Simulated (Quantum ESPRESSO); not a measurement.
# Collinear magnetic orders of two Fe on Si sites of Si, 4.5 Å apart with Quantum ESPRESSO, part 2 of 2

A self-consistent run ends on one state, which hangs on the start. Several orders of two Fe on Si sites of Si, 4.5 Å apart are started in Quantum ESPRESSO and their energies compared.

Quantum ESPRESSO 7.5; PBE with U = 4.5 eV on Fe d (ortho-atomic projectors); plane waves with GBRV 1.5 PBE potentials, no spin-orbit coupling.

So far, absolute magnetization (μB): step 2 (run 1, typed as ferro ++) 7.47.

**3. Start 2: antiferro +−**

pw.in

```
&CONTROL
  calculation = 'scf'
  prefix = 'pwscf'
  outdir = './tmp'
  pseudo_dir = './pseudo'
  disk_io = 'nowf'
/
&SYSTEM
  ibrav = 0
  celldm(1) = 8
  nat = 16
  ntyp = 3
  ecutwfc = 40
  ecutrho = 280
  nbnd = 61
  occupations = 'smearing'
  smearing = 'fd'
  degauss = 0.00367493
  nspin = 2
  starting_magnetization(1) = 0.2188
  starting_magnetization(2) = 0
  starting_magnetization(3) = -0.2188
/
&ELECTRONS
  conv_thr = 3.2d-08
  electron_maxstep = 150
  mixing_beta = 0.3
/
ATOMIC_SPECIES
Fe1    55.8450 fe_pbe_v1.5.uspp.F.UPF
Si     28.0850 si_pbe_v1.uspp.F.UPF
Fe2    55.8450 fe_pbe_v1.5.uspp.F.UPF
CELL_PARAMETERS alat
   0.0000000000000    1.2828878228553    1.2828878228553
   1.2828878228553    0.0000000000000    1.2828878228553
   1.2828878228553    1.2828878228553    0.0000000000000
ATOMIC_POSITIONS crystal
Fe1     0.0000000000    0.0000000000    0.0000000000
Si      0.1250000000    0.1250000000    0.1250000000
Si      0.0000000000    0.0000000000    0.5000000000
Si      0.1250000000    0.1250000000    0.6250000000
Si      0.0000000000    0.5000000000    0.0000000000
Si      0.1250000000    0.6250000000    0.1250000000
Si      0.0000000000    0.5000000000    0.5000000000
Fe2     0.1250000000    0.6250000000    0.6250000000
Si      0.5000000000    0.0000000000    0.0000000000
Si      0.6250000000    0.1250000000    0.1250000000
Si      0.5000000000    0.0000000000    0.5000000000
Si      0.6250000000    0.1250000000    0.6250000000
Si      0.5000000000    0.5000000000    0.0000000000
Si      0.6250000000    0.6250000000    0.1250000000
Si      0.5000000000    0.5000000000    0.5000000000
Si      0.6250000000    0.6250000000    0.6250000000
K_POINTS automatic
4 4 4 0 0 0
HUBBARD {ortho-atomic}
U Fe1-3d 4.5000
U Fe2-3d 4.5000
```

Command:

```sh
> OMP_NUM_THREADS=1 mpirun -n 4 pw.x -nk 4 -in pw.in > pw.out
```

Log:

```text
[banner, memory and clock lines left out]
Program PWSCF v.7.5 starts

     Message from routine setup:
     using ibrav=0 with symmetry is DISCOURAGED, use correct ibrav instead

     bravais-lattice index     =            0
     lattice parameter (alat)  =       8.0000  a.u.
     unit-cell volume          =    2162.0514 (a.u.)^3
     number of atoms/cell      =           16
     number of atomic types    =            3
     number of electrons       =        88.00
     number of Kohn-Sham states=           61
     kinetic-energy cutoff     =      40.0000  Ry
     charge density cutoff     =     280.0000  Ry
     scf convergence threshold =      3.2E-08
     mixing beta               =       0.3000
     number of iterations used =            8  plain     mixing
     Exchange-correlation=  SLA  PW   PBX  PBC
                           (   1   4   3   4   0   0   0)
     Hubbard projectors: ortho-atomic
     Hubbard parameters of DFT+U (Dudarev formulation) in eV:
     U(Fe1-3d) =  4.5000
     U(Fe2-3d) =  4.5000

     Internal variables: lda_plus_u =T, lda_plus_u_kind = 0

     Internal variables: orbital_resolved =F, hub_pot_fix =F, apply_U = F

     celldm(1)=   8.000000  celldm(2)=   0.000000  celldm(3)=   0.000000
     celldm(4)=   0.000000  celldm(5)=   0.000000  celldm(6)=   0.000000

     crystal axes: (cart. coord. in units of alat)
               a(1) = (   0.000000   1.282888   1.282888 )
               a(2) = (   1.282888   0.000000   1.282888 )
               a(3) = (   1.282888   1.282888   0.000000 )

     reciprocal axes: (cart. coord. in units 2 pi/alat)
               b(1) = ( -0.389746  0.389746  0.389746 )
               b(2) = (  0.389746 -0.389746  0.389746 )
               b(3) = (  0.389746  0.389746 -0.389746 )

     PseudoPot. # 1 for Fe read from file:
     fe_pbe_v1.5.uspp.F.UPF
     Pseudo is Ultrasoft + core correction, Zval = 16.0

     PseudoPot. # 2 for Si read from file:
     si_pbe_v1.uspp.F.UPF
     Pseudo is Ultrasoft + core correction, Zval =  4.0

     PseudoPot. # 3 for Fe read from file:
     fe_pbe_v1.5.uspp.F.UPF
     Pseudo is Ultrasoft + core correction, Zval = 16.0

     atomic species   valence    mass     pseudopotential
     Fe1              16.00    55.84500     Fe( 1.00)
     Si                4.00    28.08500     Si( 1.00)
     Fe2              16.00    55.84500     Fe( 1.00)

     Starting magnetic structure
     atomic species   magnetization
     Fe1             0.219
     Si              0.000
     Fe2            -0.219

      6 Sym. Ops. (no inversion) found

   Cartesian axes

     site n.     atom                  positions (alat units)
         1        Fe1    tau(   1) = (   0.0000000   0.0000000   0.0000000  )
         2        Si     tau(   2) = (   0.3207220   0.3207220   0.3207220  )
         3        Si     tau(   3) = (   0.6414439   0.6414439   0.0000000  )
         4        Si     tau(   4) = (   0.9621659   0.9621659   0.3207220  )
         5        Si     tau(   5) = (   0.6414439   0.0000000   0.6414439  )
         6        Si     tau(   6) = (   0.9621659   0.3207220   0.9621659  )
         7        Si     tau(   7) = (   1.2828878   0.6414439   0.6414439  )
         8        Fe2    tau(   8) = (   1.6036098   0.9621659   0.9621659  )
         9        Si     tau(   9) = (   0.0000000   0.6414439   0.6414439  )
        10        Si     tau(  10) = (   0.3207220   0.9621659   0.9621659  )
        11        Si     tau(  11) = (   0.6414439   1.2828878   0.6414439  )
        12        Si     tau(  12) = (   0.9621659   1.6036098   0.9621659  )
        13        Si     tau(  13) = (   0.6414439   0.6414439   1.2828878  )
        14        Si     tau(  14) = (   0.9621659   0.9621659   1.6036098  )
        15        Si     tau(  15) = (   1.2828878   1.2828878   1.2828878  )
        16        Si     tau(  16) = (   1.6036098   1.6036098   1.6036098  )

     number of k points=    13  Fermi-Dirac smearing, width (Ry)=  0.0037
                       cart. coord. in units 2pi/alat
        k(    1) = (   0.0000000   0.0000000   0.0000000), wk =   0.0156250
        k(    2) = (   0.0974364   0.0974364  -0.0974364), wk =   0.0937500
        k(    3) = (  -0.1948728  -0.1948728   0.1948728), wk =   0.0468750
        k(    4) = (   0.1948728   0.0000000   0.0000000), wk =   0.0937500
        k(    5) = (  -0.0974364  -0.2923093   0.2923093), wk =   0.1875000
        [... 8 further k-points ...]

     Dense  grid:   171471 G-vectors     FFT dimensions: (  80,  80,  80)

     Smooth grid:    74129 G-vectors     FFT dimensions: (  60,  60,  60)

     Check: negative core charge=   -0.000008
     Generating pointlists ...
     new r_m :   0.2291 (alat units)  1.8332 (a.u.) for type    1
     new r_m :   0.2291 (alat units)  1.8332 (a.u.) for type    2
     new r_m :   0.2291 (alat units)  1.8332 (a.u.) for type    3

     Initial potential from superposition of free atoms

     starting charge      85.9906, renormalised to      88.0000

     STARTING HUBBARD OCCUPATIONS:

     =================== HUBBARD OCCUPATIONS ===================
     ------------------------ ATOM    1 ------------------------
     Tr[ns(  1)] (up, down, total) =   5.00000  0.00000  5.00000
     Atomic magnetic moment for atom   1 =   5.00000
     [... lines left out ...]
     ------------------------ ATOM    8 ------------------------
     Tr[ns(  8)] (up, down, total) =   0.00000  5.00000  5.00000
     Atomic magnetic moment for atom   8 =  -5.00000
     [... lines left out ...]
     Number of occupied Hubbard levels =   10.0000

     Atomic wfc used for Hubbard projectors are orthogonalized

     Starting wfcs are   82 randomized atomic wfcs

     Self-consistent Calculation

     iteration #  1     ecut=    40.00 Ry     beta= 0.30
     Davidson diagonalization with overlap
     ethr =  1.00E-02,  avg # of iterations =  3.8

     =================== HUBBARD OCCUPATIONS ===================
     ------------------------ ATOM    1 ------------------------
     Tr[ns(  1)] (up, down, total) =   4.88700  2.58890  7.47590
     Atomic magnetic moment for atom   1 =   2.29810
     [... lines left out ...]
     ------------------------ ATOM    8 ------------------------
     Tr[ns(  8)] (up, down, total) =   2.58892  4.88703  7.47595
     Atomic magnetic moment for atom   8 =  -2.29812
     [... lines left out ...]
     Number of occupied Hubbard levels =   14.9518

     total energy              =    -632.93490935 Ry
     estimated scf accuracy    <       4.19876951 Ry

     total magnetization       =     0.00 Bohr mag/cell
     absolute magnetization    =     5.43 Bohr mag/cell

     iteration #  2     ecut=    40.00 Ry     beta= 0.30
     Davidson diagonalization with overlap
     ethr =  4.77E-03,  avg # of iterations =  2.1

     total energy              =    -633.41981561 Ry
     estimated scf accuracy    <       9.25510896 Ry

     total magnetization       =     0.00 Bohr mag/cell
     absolute magnetization    =     8.14 Bohr mag/cell

     [... further iterations left out ...]

     iteration # 23     ecut=    40.00 Ry     beta= 0.30
     Davidson diagonalization with overlap
     ethr =  6.21E-10,  avg # of iterations =  3.5

     total energy              =    -634.32320350 Ry
     estimated scf accuracy    <       0.00000033 Ry

     total magnetization       =    -0.00 Bohr mag/cell
     absolute magnetization    =     7.41 Bohr mag/cell

     iteration # 24     ecut=    40.00 Ry     beta= 0.30
     Davidson diagonalization with overlap
     ethr =  3.73E-10,  avg # of iterations =  3.2

     Magnetic moment per site  (integrated on atomic sphere of radius R)
     atom   1 (R=0.229)  charge= 14.0712  magn=  3.0350
     atom   2 (R=0.229)  charge=  1.8178  magn= -0.0279
     atom   3 (R=0.229)  charge=  1.8178  magn=  0.0279
     atom   4 (R=0.229)  charge=  1.8178  magn= -0.0279
     atom   5 (R=0.229)  charge=  1.8178  magn=  0.0279
     atom   6 (R=0.229)  charge=  1.8178  magn= -0.0279
     atom   7 (R=0.229)  charge=  1.8178  magn=  0.0279
     atom   8 (R=0.229)  charge= 14.0713  magn= -3.0350
     atom   9 (R=0.229)  charge=  1.8174  magn=  0.0111
     atom  10 (R=0.229)  charge=  1.8231  magn= -0.0152
     atom  11 (R=0.229)  charge=  1.8174  magn=  0.0111
     atom  12 (R=0.229)  charge=  1.8174  magn= -0.0111
     atom  13 (R=0.229)  charge=  1.8174  magn=  0.0111
     atom  14 (R=0.229)  charge=  1.8174  magn= -0.0111
     atom  15 (R=0.229)  charge=  1.8231  magn=  0.0153
     atom  16 (R=0.229)  charge=  1.8174  magn= -0.0111

     End of self-consistent calculation

     =================== HUBBARD OCCUPATIONS ===================
     ------------------------ ATOM    1 ------------------------
     Tr[ns(  1)] (up, down, total) =   4.77168  1.56272  6.33440
     Atomic magnetic moment for atom   1 =   3.20896
     [... lines left out ...]
     ------------------------ ATOM    8 ------------------------
     Tr[ns(  8)] (up, down, total) =   1.56275  4.77171  6.33446
     Atomic magnetic moment for atom   8 =  -3.20896
     [... lines left out ...]
     Number of occupied Hubbard levels =   12.6689

     [... lines left out ...]
     the Fermi energy is     6.6435 ev

!    total energy              =    -634.32320392 Ry
     estimated scf accuracy    <       0.00000002 Ry
     smearing contrib. (-TS)   =      -0.00247753 Ry
     internal energy E=F+TS    =    -634.32072639 Ry

     The total energy is F=E-TS. E is the sum of the following terms:
     one-electron contribution =    -472.20757166 Ry
     hartree contribution      =     267.32904456 Ry
     xc contribution           =    -118.60253394 Ry
     ewald contribution        =    -311.17134396 Ry
     Hubbard energy            =       0.33167861 Ry

     total magnetization       =     0.00 Bohr mag/cell
     absolute magnetization    =     7.41 Bohr mag/cell

     convergence has been achieved in  24 iterations
```

Run time: 2 min. Hardware: 4 MPI ranks of AMD EPYC 9B45 (Zen 5), shared host; peak memory 1.6 GiB.

Spin moment in the atom's sphere by atom:

```
atom  spin moment in the atom's sphere (μB)
 Fe1                                   3.04
 Si2                                  -0.03
 Si3                                   0.03
 Si4                                  -0.03
 Si5                                   0.03
 Si6                                  -0.03
 Si7                                   0.03
 Fe8                                  -3.04
 Si9                                   0.01
Si10                                  -0.02
Si11                                   0.01
Si12                                  -0.01
Si13                                   0.01
Si14                                  -0.01
Si15                                   0.02
Si16                                  -0.01
```

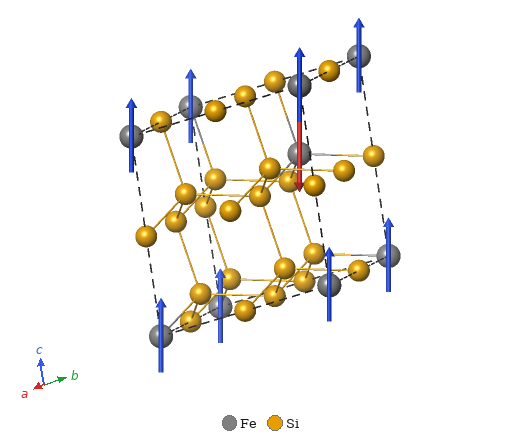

Spin moment in the atom's sphere as arrows, the longest 3.04 μB. Up and down stand for the sign. Arrows give size and sign along the axis of quantisation, drawn up and down the page. The two directions have two colours. Bonds to atoms that aren't drawn are left out. Some periodic images of atoms are drawn too.

This step gave:

* smearing term TS: 0.03371 eV
* magnetization: 0 μB
* absolute magnetization: 7.408 μB
* final state: antiferromagnetic

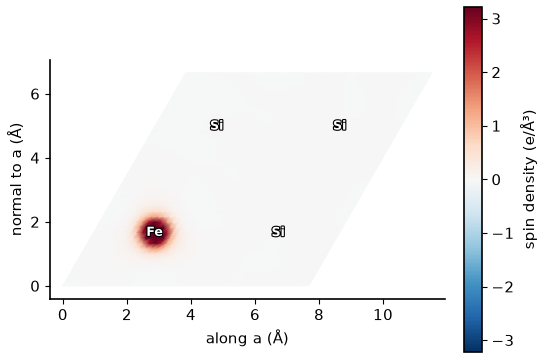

Spin density in the ac plane at fractional y = 0.000, with atoms of Fe and Si within 0.2 Å of it. The map starts off the cell's origin, so that atoms lie inside it.

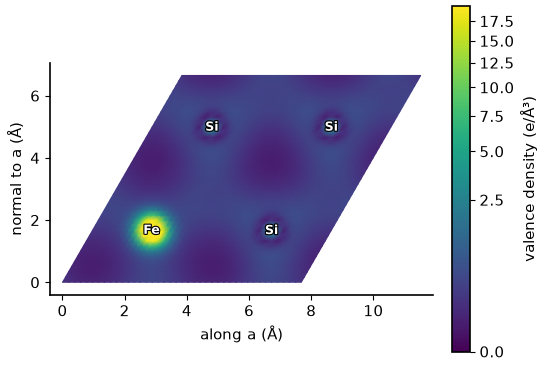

Valence density in the ac plane at fractional y = 0.000, with atoms of Fe and Si within 0.2 Å of it. It is the smooth field of the valence electrons, not physical close to the nuclei. The map starts off the cell's origin, so that atoms lie inside it. The colour scale is stretched toward low values.

**4. Ranking**

An order is kept where moments of 0.15 μB or more survive with the typed signs; meshes match where a doubled cell samples the same k points as the first cell.

Orders:

```
       start        final state  typed order kept  energy over the lowest (meV a seeded atom)  largest site moment (μB)  net moment (μB a cell of the first run)  mesh matched  CPU time (s)
    ferro ++      ferromagnetic               yes                                       9.055                     3.047                                    6.924           yes         769.6
antiferro +-  antiferromagnetic               yes                                           0                     3.035                                        0           yes         476.1
```

**5. Occupations of the corrected shells in the lowest state**

Occupations of the Hubbard shells:

```
block  type  shell  spin  electrons             occupation numbers
    1   Fe1     3d    up      4.772  0.942 0.943 0.943 0.972 0.972
    1   Fe1     3d  down      1.563  0.019 0.019 0.500 0.500 0.525
    8   Fe2     3d    up      1.563  0.019 0.019 0.500 0.500 0.525
    8   Fe2     3d  down      4.772  0.942 0.943 0.943 0.972 0.972
```

**6. Results**

```json
{
 "lowest state found": "antiferromagnetic (from antiferro +-)",
 "largest site moment": "3.04 μB",
 "next state with moments": "ferromagnetic, 9.05 meV a seeded atom higher"
}
```

In words: The smearing terms TS of the orders run from 17 to 28 meV a seeded atom, so the differences would change at a smaller width: an order with a larger TS is lowered more by the smearing. Only these 2 starts were compared; other wavevectors, canted and longer-period orders were not. Degenerate orbitals of a corrected shell are partly filled. Whether a state of lower symmetry lies under this one was not tested; under a U it often does. The cell was built by rule and the atoms were not relaxed, which can move these energies.

[Logs and program files are shortened in this print: banners, set-up blocks, solver, clock and traceback lines can be left out without a mark of their own.]

[Logs are printed without paths, hosts, clocks, repeated set-up lines and the standing remarks that a program may print on its own settings, such as how far it seeks lower states.]

[Hosts, paths, dates, database ids (printed as entryN), source tags and the programs' standing remarks are cut or masked in the printed files.]

[Where a cell is said to come from a database of computed structures, the database is the Materials Project.]
